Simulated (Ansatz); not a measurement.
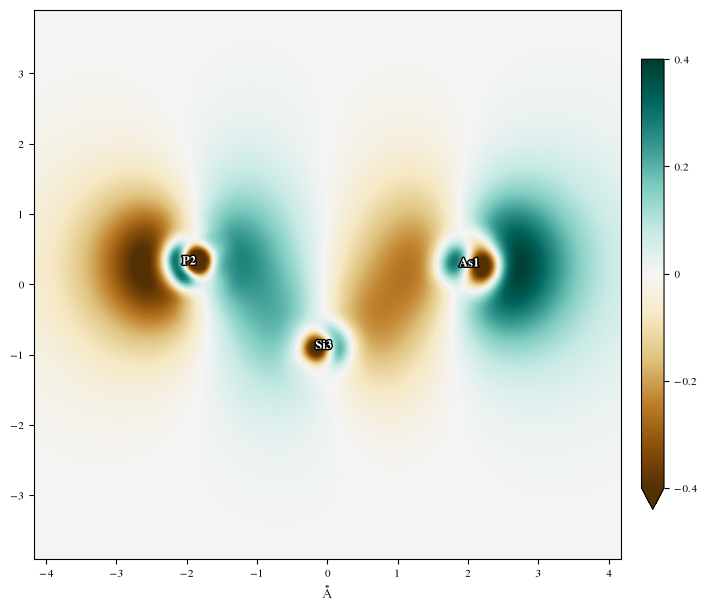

The picture shows: AsH6PSi (SMILES P[SiH2][AsH2]). One frontier orbital on the plane of atoms As1, Si3 and P2 (values in Å⁻³ᐟ²; the overall sign is arbitrary).

Geometry: PBE0-D3(BJ)/def2-SVP.

These are results of isolated molecule in a Gaussian basis; Kohn-Sham density functional theory, functional PBE0 (Ansatz 0.2.0), not measurements.

```xyz
9

As   -0.9741    2.0125   -0.9260
P     0.4131   -1.3027    0.8074
Si   -0.8936    0.5457    0.9404
H    -0.4257    1.3404    2.1178
H     0.5438    1.9906   -1.0801
H    -1.1506    0.8524   -1.9014
H    -0.0683   -1.6665   -0.4883
H    -2.2906    0.0870    1.2132
H     1.5363   -0.5883    0.2872
```

> Which orbital is it: HOMO or LUMO?

The HOMO, at −7.02 eV. It lies mainly on As1 (about 40 %), P2 (about 40 %) and Si3 (about 10 %).
